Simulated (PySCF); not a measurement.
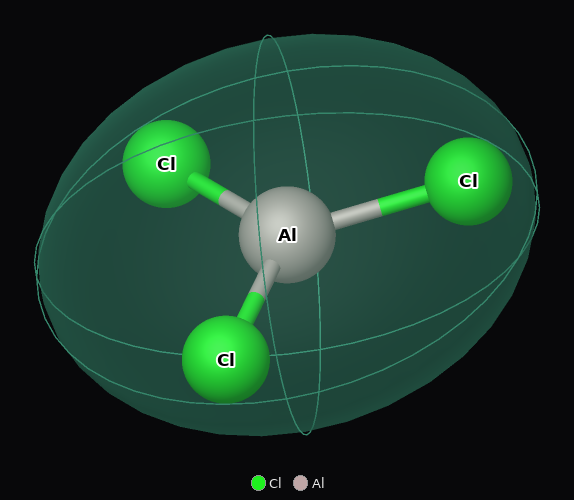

The ellipsoid shows the static dipole polarisability: its half-axes are proportional to the principal values. The geometry was computed by an optimisation with PBE0-D3(BJ)/def2-SVP. No frequency run is at hand to confirm it as a minimum. Computed with PBE0/6-31+G* (PySCF 2.14.0).

> How large and how anisotropic is the polarisability?

Principal values 35.9, 59.6, 60.0 bohr³; mean 51.8 bohr³ (7.68 Å³); anisotropy 24.0 bohr³, so the longest axis is 1.67 times the shortest.
